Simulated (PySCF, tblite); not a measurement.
**monofluorogermane (GeH3F): isotopologues and vibrational averages**

Aim: rotational constants, zero-point energies and shieldings of isotopologues of monofluorogermane (GeH3F) (`[F][GeH3]`).

Programs: PySCF 2.14.0 with density-fitted response routines of our own, and tblite 0.8.0. All values are computed, except where a source is named. Atoms count from 0 throughout.

## 1. The starting structure

5 atoms, charge 0, multiplicity 1; geometry from: force field or distance geometry start.

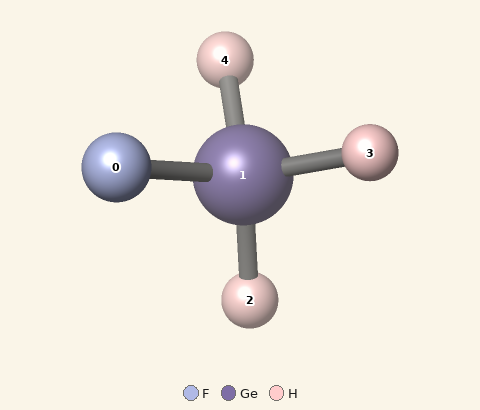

The starting geometry (fluorine light blue, germanium purple, hydrogen pink), atoms numbered.

## 2. GFN2-xTB relaxation, lowest of a short conformer search

What the job is given:

```
{"job": {"xc": "GFN2-xTB", "basis": "xTB", "kind": "relax"}, "charge": 0, "multiplicity": 1}
F      1.740100     0.140500     0.110600
Ge    -0.064400     0.033300    -0.067200
H     -0.632000     1.274800    -0.604000
H     -0.661100    -0.184200     1.341000
H     -0.348200    -1.253000    -0.849200
```

Run with:

```sh
> OMP_NUM_THREADS=1 python ens_run.py task.json out
```

The driver reads the study from task.json and runs its stages one after another.

The program printed:

```text
step      E/eV     max force
  0    -223.58241    1.375
  1    -223.63118    0.944
  2    -223.68210    0.507
  3    -223.69689    0.622
  4    -223.72627    0.600
  5    -223.73774    0.324
  6    -223.74317    0.270
  7    -223.74659    0.225
  8    -223.74849    0.118
  9    -223.74896    0.071
 10    -223.74915    0.035
 11    -223.74922    0.027
 12    -223.74930    0.030
 13    -223.74941    0.044
 14    -223.74953    0.050
 15    -223.74961    0.032
 16    -223.74964    0.009
 17    -223.74964    0.001
```

Run time: 0.13 s. Hardware: 1 thread of Intel Xeon Platinum 8175M at 2.50GHz, shared host.

Relaxing gained 0.167 eV and moved the atoms by 0.10 Å on average (rms).

## 3. Tight optimisation and Hessian

What the job is given:

```
{"job": {"xc": "PBE0", "basis": "pcSseg-2", "grid": 2, "temperatures": [100, 250], "kind": "geom"}, "charge": 0, "multiplicity": 1}
F      1.590587     0.150912     0.110886
Ge    -0.131044    -0.010716    -0.024713
H     -0.550892     1.275016    -0.657312
H     -0.574837    -0.186168     1.390188
H     -0.299326    -1.217634    -0.887791
```

The program printed:

```text
step   0  E = -59277.0748213 eV  max force = 0.70141
step   1  E = -59277.1230992 eV  max force = 0.29911
step   2  E = -59277.1361626 eV  max force = 0.05408
step   3  E = -59277.1362864 eV  max force = 0.03890
step   4  E = -59277.1363084 eV  max force = 0.01056
step   5  E = -59277.1363113 eV  max force = 0.00130
step   6  E = -59277.1363113 eV  max force = 0.00130
step   7  E = -59277.1363114 eV  max force = 0.00108
harmonic wavenumbers (cm-1): 636.1 636.6 695.6 870.2 870.4 872.5 2171.8 2180.6 2180.6
```

Wall time 4.6 min (1 thread of Intel Xeon Platinum 8175M at 2.50GHz, shared host); peak memory 0.72 GiB.

## 4. Displacements along the modes, parent

What the job is given:

```
{"job": {"xc": "PBE0", "basis": "pcSseg-2", "grid": 2, "temperatures": [100, 250], "kind": "vib", "mass_numbers": [19, 74, 1, 1, 1]}, "charge": 0, "multiplicity": 1}
F      1.642400     0.155573     0.115188
Ge    -0.083754    -0.006194    -0.021038
H     -0.585079     1.287846    -0.667452
H     -0.608853    -0.191033     1.405104
H     -0.330226    -1.234782    -0.900544
```

The program printed:

```text
mode    cm-1    km/mol   phi_rrr   E(+)/cm-1  E(-)/cm-1
  1    636.08    40.92      24.9     115.95     114.75
  2    636.57    40.96      32.9     117.88     112.90
  3    695.56   110.61    -217.7     117.68     133.35
  4    870.15    57.18      25.8     157.95     156.00
  5    870.42    57.20      68.5     159.49     154.49
  6    872.50    66.97       6.1     157.46     157.02
  7   2171.78    23.00    -692.7     367.12     416.94
  8   2180.57   121.49     481.1     411.40     376.92
  9   2180.59   121.46      19.9     394.89     393.46
```

It took 3.5 min on 1 thread of Intel Xeon Platinum 8175M at 2.50GHz, shared host; peak memory 0.62 GiB.

## 5. Displacements along the modes, 76Ge at atom 1

What the job is given:

```
{"job": {"xc": "PBE0", "basis": "pcSseg-2", "grid": 2, "temperatures": [100, 250], "kind": "vib", "mass_numbers": [19, 76, 1, 1, 1]}, "charge": 0, "multiplicity": 1}
F      1.642400     0.155573     0.115188
Ge    -0.083754    -0.006194    -0.021038
H     -0.585079     1.287846    -0.667452
H     -0.608853    -0.191033     1.405104
H     -0.330226    -1.234782    -0.900544
```

The program printed:

```text
mode    cm-1    km/mol   phi_rrr   E(+)/cm-1  E(-)/cm-1
  1    635.77    40.91      25.0     115.90     114.70
  2    636.26    40.95      32.7     117.82     112.85
  3    693.57   110.35    -216.6     117.35     132.95
  4    869.96    57.00      25.9     157.92     155.96
  5    870.24    57.01      68.5     159.46     154.46
  6    872.39    66.39       5.9     157.43     157.01
  7   2171.72    22.92    -692.7     367.11     416.93
  8   2180.08   121.19     480.7     411.30     376.85
  9   2180.11   121.15      22.3     394.89     393.29
```

Run time: 3.4 min. Hardware: 1 thread of Intel Xeon Platinum 8175M at 2.50GHz, shared host; peak memory 0.62 GiB.

## 6. Displacements along the modes, 2H at atom 2

What the job is given:

```
{"job": {"xc": "PBE0", "basis": "pcSseg-2", "grid": 2, "temperatures": [100, 250], "kind": "vib", "mass_numbers": [19, 74, 2, 1, 1]}, "charge": 0, "multiplicity": 1}
F      1.642400     0.155573     0.115188
Ge    -0.083754    -0.006194    -0.021038
H     -0.585079     1.287846    -0.667452
H     -0.608853    -0.191033     1.405104
H     -0.330226    -1.234782    -0.900544
```

The program printed:

```text
mode    cm-1    km/mol   phi_rrr   E(+)/cm-1  E(-)/cm-1
  1    496.67    23.55      43.9      91.08      88.90
  2    621.17    57.06      -0.5     111.38     113.58
  3    695.17   112.85    -214.9     117.75     133.12
  4    734.44    17.27      -0.9     132.11     132.84
  5    815.09    63.66      15.7     147.87     146.19
  6    870.44    58.40      80.7     159.99     154.13
  7   1550.46    44.61     713.9     306.39     255.09
  8   2174.75    56.78     844.0     423.43     362.78
  9   2180.07   124.08       7.7     394.39     393.77
```

It took 3.4 min on 1 thread of Intel Xeon Platinum 8175M at 2.50GHz, shared host; peak memory 0.71 GiB.

## 7. Displacements along the modes, 2H at atom 2, 2H at atom 3

What the job is given:

```
{"job": {"xc": "PBE0", "basis": "pcSseg-2", "grid": 2, "temperatures": [100, 250], "kind": "vib", "mass_numbers": [19, 74, 2, 2, 1]}, "charge": 0, "multiplicity": 1}
F      1.642400     0.155573     0.115188
Ge    -0.083754    -0.006194    -0.021038
H     -0.585079     1.287846    -0.667452
H     -0.608853    -0.191033     1.405104
H     -0.330226    -1.234782    -0.900544
```

The program printed:

```text
mode    cm-1    km/mol   phi_rrr   E(+)/cm-1  E(-)/cm-1
  1    473.06    20.86      -0.1      84.64      86.35
  2    524.67    37.69       6.2      95.44      93.99
  3    620.88    37.21      48.2     113.72     110.18
  4    695.07   110.01    -207.2     117.86     132.95
  5    772.13    24.82      32.5     140.47     138.75
  6    787.79    60.15      -0.7     142.64     142.31
  7   1543.92    29.79     504.6     296.89     260.62
  8   1556.22    63.73       1.5     281.06     280.91
  9   2177.20    92.03    1193.8     438.01     352.29
```

Run time: 3.5 min. Hardware: 1 thread of Intel Xeon Platinum 8175M at 2.50GHz, shared host; peak memory 0.71 GiB.

## 8. Displacements along the modes, 76Ge at atom 1, 2H at atom 2

What the job is given:

```
{"job": {"xc": "PBE0", "basis": "pcSseg-2", "grid": 2, "temperatures": [100, 250], "kind": "vib", "mass_numbers": [19, 76, 2, 1, 1]}, "charge": 0, "multiplicity": 1}
F      1.642400     0.155573     0.115188
Ge    -0.083754    -0.006194    -0.021038
H     -0.585079     1.287846    -0.667452
H     -0.608853    -0.191033     1.405104
H     -0.330226    -1.234782    -0.900544
```

The program printed:

```text
mode    cm-1    km/mol   phi_rrr   E(+)/cm-1  E(-)/cm-1
  1    496.34    23.56      43.9      91.02      88.85
  2    620.70    57.00      -0.5     111.30     113.49
  3    693.17   112.53    -213.7     117.43     132.72
  4    734.35    17.11      -0.9     132.09     132.83
  5    814.92    63.19      15.9     147.84     146.15
  6    870.25    58.16      80.6     159.95     154.10
  7   1549.98    44.39     713.4     306.29     255.02
  8   2174.54    56.59     843.9     423.39     362.75
  9   2179.58   123.78       8.1     394.32     393.67
```

It took 3.4 min on 1 thread of Intel Xeon Platinum 8175M at 2.50GHz, shared host; peak memory 0.71 GiB.

## 9. Vibrational averages by isotopologue

What the job is given:

```
{"job": {"xc": "PBE0", "basis": "pcSseg-2", "grid": 2, "temperatures": [100, 250], "kind": "iso"}, "charge": 0, "multiplicity": 1}
F      1.642400     0.155573     0.115188
Ge    -0.083754    -0.006194    -0.021038
H     -0.585079     1.287846    -0.667452
H     -0.608853    -0.191033     1.405104
H     -0.330226    -1.234782    -0.900544
```

The program printed:

```text
parent
  Be/MHz 77348.719 9953.909 9953.886
  B0/MHz 76717.611 9907.03 9907.131
  ZPE/cm-1 5557.1
  <sigma>(0 K)/ppm 443.501 1366.240 25.542 25.542 25.542
76Ge at atom 1
  Be/MHz 77348.719 9912.026 9912.003
  B0/MHz 76717.717 9865.456 9865.557
  ZPE/cm-1 5555.1
  <sigma>(0 K)/ppm 443.503 1366.242 25.542 25.542 25.542
2H at atom 2
  Be/MHz 58381.465 9837.208 9446.877
  B0/MHz 57978.313 9796.181 9399.825
  ZPE/cm-1 5069.1
  <sigma>(0 K)/ppm 444.128 1366.515 25.613 25.554 25.554
2H at atom 2, 2H at atom 3
  Be/MHz 46648.714 9540.809 9156.375
  B0/MHz 46360.514 9500.89 9112.406
  ZPE/cm-1 4575.5
  <sigma>(0 K)/ppm 444.746 1366.761 25.627 25.627 25.566
76Ge at atom 1, 2H at atom 2
  Be/MHz 58374.106 9798.328 9410.824
  B0/MHz 57971.205 9757.583 9364.085
  ZPE/cm-1 5066.9
  <sigma>(0 K)/ppm 444.132 1366.519 25.614 25.554 25.554
```

It took 22 min on 1 thread of Intel Xeon Platinum 8175M at 2.50GHz, shared host; peak memory 0.72 GiB. This counts the whole study up to here.

Rotational constants (MHz) at equilibrium and in the ground state:

| isotopologue | Be | B0 | zero-point change (cm⁻¹) |
| --- | --- | --- | --- |
| parent | 77348.7, 9953.9, 9953.9 | 76717.6, 9907.0, 9907.1 | 0.0 |
| 76Ge at atom 1 | 77348.7, 9912.0, 9912.0 | 76717.7, 9865.5, 9865.6 | -2.1 |
| 2H at atom 2 | 58381.5, 9837.2, 9446.9 | 57978.3, 9796.2, 9399.8 | -488.0 |
| 2H at atom 2, 2H at atom 3 | 46648.7, 9540.8, 9156.4 | 46360.5, 9500.9, 9112.4 | -981.6 |
| 76Ge at atom 1, 2H at atom 2 | 58374.1, 9798.3, 9410.8 | 57971.2, 9757.6, 9364.1 | -490.2 |

Shieldings of the first species (ppm): at equilibrium, the vibrational parts at 0 K, and the averages:

| atom | equilibrium | anharmonic | harmonic | 0 K | 100 K | 250 K |
| --- | --- | --- | --- | --- | --- | --- |
| F0 | 451.35 | -3.00 | -4.85 | 443.50 | 443.42 | 443.15 |
| Ge1 | 1370.29 | 1.25 | -5.30 | 1366.24 | 1366.21 | 1366.10 |
| H2 | 25.89 | -0.14 | -0.21 | 25.54 | 25.54 | 25.53 |
| H3 | 25.89 | -0.14 | -0.21 | 25.54 | 25.54 | 25.53 |
| H4 | 25.89 | -0.14 | -0.21 | 25.54 | 25.54 | 25.53 |

Isotope effects on the shieldings at 0 K (ppb; positive means more shielded):

| atom | 76Ge at atom 1 | 2H at atom 2 | 2H at atom 2, 2H at atom 3 | 76Ge at atom 1, 2H at atom 2 |
| --- | --- | --- | --- | --- |
| F0 | 2 | 626 | 1245 | 630 |
| Ge1 | 2 | 275 | 522 | 279 |
| H2 | 0 | 72 | 85 | 72 |
| H3 | 0 | 12 | 86 | 13 |
| H4 | 0 | 12 | 24 | 12 |

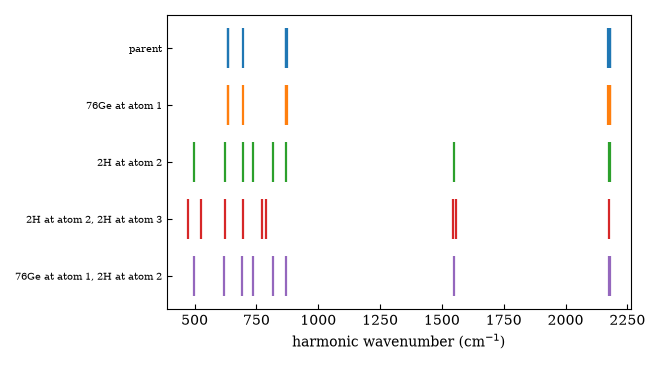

Harmonic wavenumbers of each isotopologue.

## 10. Tight optimisation and Hessian, xc HF; basis def2-SVP

What the job is given:

```
{"job": {"xc": "HF", "basis": "def2-SVP", "grid": 2, "temperatures": [100, 250], "j": false, "kind": "geom"}, "charge": 0, "multiplicity": 1}
F      1.590587     0.150912     0.110886
Ge    -0.131044    -0.010716    -0.024713
H     -0.550892     1.275016    -0.657312
H     -0.574837    -0.186168     1.390188
H     -0.299326    -1.217634    -0.887791
```

The program printed:

```text
step   0  E = -59218.1342435 eV  max force = 1.13545
step   1  E = -59218.1617466 eV  max force = 1.00578
step   2  E = -59218.2005815 eV  max force = 0.13095
step   3  E = -59218.2008825 eV  max force = 0.11576
step   4  E = -59218.2011206 eV  max force = 0.02387
step   5  E = -59218.2011358 eV  max force = 0.00442
step   6  E = -59218.2011381 eV  max force = 0.00036
step   7  E = -59218.2011381 eV  max force = 0.00036
step   8  E = -59218.2011381 eV  max force = 0.00000
harmonic wavenumbers (cm-1): 699.5 699.5 746.2 949.4 949.4 969.0 2285.9 2285.9 2304.6
```

Wall time 41 s (1 thread of Intel Xeon Platinum 8175M at 2.50GHz, shared host); peak memory 0.47 GiB.

## 11. Displacements along the modes, xc HF; basis def2-SVP; parent

What the job is given:

```
{"job": {"xc": "HF", "basis": "def2-SVP", "grid": 2, "temperatures": [100, 250], "j": false, "kind": "vib", "mass_numbers": [19, 74, 1, 1, 1]}, "charge": 0, "multiplicity": 1}
F      1.639932     0.155388     0.114629
Ge    -0.077025    -0.005586    -0.020346
H     -0.585963     1.281366    -0.664547
H     -0.610114    -0.190506     1.398062
H     -0.332341    -1.229252    -0.896539
```

The program printed:

```text
mode    cm-1    km/mol   phi_rrr   E(+)/cm-1  E(-)/cm-1
  1    699.49    67.69      -5.3     126.48     126.86
  2    699.50    67.69      45.2     128.30     125.03
  3    746.24   112.11     212.9     142.27     126.95
  4    949.35   103.35     -60.0     169.07     173.40
  5    949.39   103.35      45.2     172.86     169.60
  6    969.00   145.11      -1.7     174.53     174.64
  7   2285.86   170.12     -83.1     409.98     415.95
  8   2285.88   170.12    -475.6     395.88     430.04
  9   2304.63    24.13    -674.7     391.49     440.02
```

Wall time 31 s (1 thread of Intel Xeon Platinum 8175M at 2.50GHz, shared host); peak memory 0.47 GiB.

## 12. Displacements along the modes, xc HF; basis def2-SVP; 76Ge at atom 1

What the job is given:

```
{"job": {"xc": "HF", "basis": "def2-SVP", "grid": 2, "temperatures": [100, 250], "j": false, "kind": "vib", "mass_numbers": [19, 76, 1, 1, 1]}, "charge": 0, "multiplicity": 1}
F      1.639932     0.155388     0.114629
Ge    -0.077025    -0.005586    -0.020346
H     -0.585963     1.281366    -0.664547
H     -0.610114    -0.190506     1.398062
H     -0.332341    -1.229252    -0.896539
```

The program printed:

```text
mode    cm-1    km/mol   phi_rrr   E(+)/cm-1  E(-)/cm-1
  1    699.14    67.70      -5.3     126.41     126.80
  2    699.15    67.70      45.1     128.24     124.97
  3    744.15   112.04     211.9     141.85     126.61
  4    949.14   103.03     -60.0     169.03     173.36
  5    949.18   103.02      45.2     172.82     169.56
  6    968.81   144.13      -1.5     174.50     174.60
  7   2285.36   169.68     -83.1     409.89     415.86
  8   2285.38   169.67    -475.4     395.79     429.95
  9   2304.55    24.04    -674.6     391.48     440.01
```

Run time: 31 s. Hardware: 1 thread of Intel Xeon Platinum 8175M at 2.50GHz, shared host; peak memory 0.47 GiB.

## 13. Vibrational averages by isotopologue, second settings

What the job is given:

```
{"job": {"xc": "HF", "basis": "def2-SVP", "grid": 2, "temperatures": [100, 250], "j": false, "kind": "iso"}, "charge": 0, "multiplicity": 1}
F      1.639932     0.155388     0.114629
Ge    -0.077025    -0.005586    -0.020346
H     -0.585963     1.281366    -0.664547
H     -0.610114    -0.190506     1.398062
H     -0.332341    -1.229252    -0.896539
```

The program printed:

```text
parent
  Be/MHz 78091.905 10050.826 10050.826
  B0/MHz 77540.998 10011.368 10011.367
  ZPE/cm-1 5944.7
  <sigma>(0 K)/ppm 465.999 1648.234 26.718 26.718 26.718
76Ge at atom 1
  Be/MHz 78091.905 10008.663 10008.663
  B0/MHz 77541.114 9969.494 9969.493
  ZPE/cm-1 5942.4
  <sigma>(0 K)/ppm 466.000 1648.235 26.718 26.718 26.718
```

It took 1.8 min on 1 thread of Intel Xeon Platinum 8175M at 2.50GHz, shared host; peak memory 0.72 GiB. This counts the runs that the step sums up.

Rotational constants (MHz) at equilibrium and in the ground state:

| isotopologue | Be | B0 | zero-point change (cm⁻¹) |
| --- | --- | --- | --- |
| parent | 78091.9, 10050.8, 10050.8 | 77541.0, 10011.4, 10011.4 | 0.0 |
| 76Ge at atom 1 | 78091.9, 10008.7, 10008.7 | 77541.1, 9969.5, 9969.5 | -2.2 |

Shieldings of the first species (ppm): at equilibrium, the vibrational parts at 0 K, and the averages:

| atom | equilibrium | anharmonic | harmonic | 0 K | 100 K | 250 K |
| --- | --- | --- | --- | --- | --- | --- |
| F0 | 470.55 | -1.57 | -2.98 | 466.00 | 465.96 | 465.84 |
| Ge1 | 1647.77 | 2.13 | -1.67 | 1648.23 | 1648.24 | 1648.24 |
| H2 | 27.05 | -0.14 | -0.19 | 26.72 | 26.72 | 26.71 |
| H3 | 27.05 | -0.14 | -0.19 | 26.72 | 26.72 | 26.71 |
| H4 | 27.05 | -0.14 | -0.19 | 26.72 | 26.72 | 26.71 |

Isotope effects on the shieldings at 0 K (ppb; positive means more shielded):

| atom | 76Ge at atom 1 |
| --- | --- |
| F0 | 1 |
| Ge1 | 1 |
| H2 | 0 |
| H3 | 0 |
| H4 | 0 |

## 14. Summary of results

| quantity | value |
| --- | --- |
| point group | C3v |
| B0 of the first species | 76717.6, 9907.0, 9907.1 MHz |
| zero-point energy | 5557 cm⁻¹ |
| zero-point change of σ(F0) | -7.85 ppm |

**Reading.** Zero-point motion changes the shielding of F0 most, by -7.85 ppm. The largest secondary isotope effect is 1245 ppb on F0, 2 bonds from the change (2H at atom 2, 2H at atom 3). Spin-orbit coupling is left out, which matters at and beside the heavy atoms.
